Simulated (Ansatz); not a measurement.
Structure of ZrC:

```cif
data_structure
_symmetry_space_group_name_H-M 'P 1'
_symmetry_Int_Tables_number 1
_cell_length_a 4.6692
_cell_length_b 4.6692
_cell_length_c 4.6692
_cell_angle_alpha 90.000
_cell_angle_beta 90.000
_cell_angle_gamma 90.000
_cell_volume 101.79
loop_
_atom_site_label
_atom_site_type_symbol
_atom_site_fract_x
_atom_site_fract_y
_atom_site_fract_z
_atom_site_occupancy
Zr1 Zr 0.50000 0.00000 0.00000 1
C1 C 0.00000 0.00000 0.00000 1
Zr2 Zr 0.50000 0.50000 0.50000 1
C2 C 0.00000 0.50000 0.50000 1
Zr3 Zr 0.00000 0.00000 0.50000 1
C3 C 0.50000 0.00000 0.50000 1
Zr4 Zr 0.00000 0.50000 0.00000 1
C4 C 0.50000 0.50000 0.00000 1
```

It is based on the input geometry of an electronic-structure calculation (not necessarily at equilibrium).

Question: Which powder rings are expected with 100 kV electrons? List the innermost 4, leaving out those under 3 % of the strongest.

Answer:
```csv
ring,radius,d (Å),hkl
1,3.71 nm⁻¹,2.70,111
2,4.28 nm⁻¹,2.33,200
3,6.06 nm⁻¹,1.651,220
4,7.10 nm⁻¹,1.408,311
```

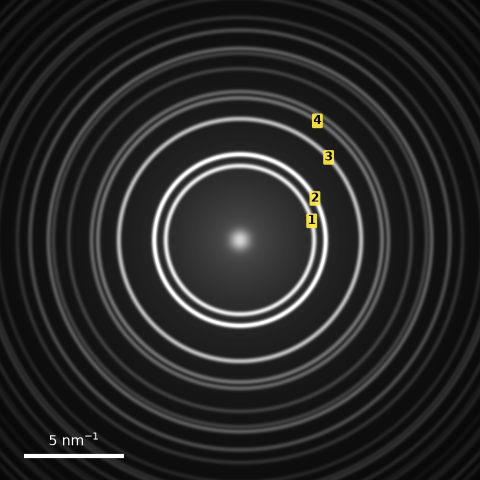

Simulated electron diffraction rings at 100 kV (λ = 0.0370 Å), scale in nm⁻¹ (radius = 1/d), for a fine-grained powder without texture. Kinematic intensities with B = 0.3 Å² for all atoms, without multiple scattering; brightness goes as intensity to the power 0.5, clipped at the top. Reflections closer than the ring width show as one ring. The numbers mark the rings of the table.
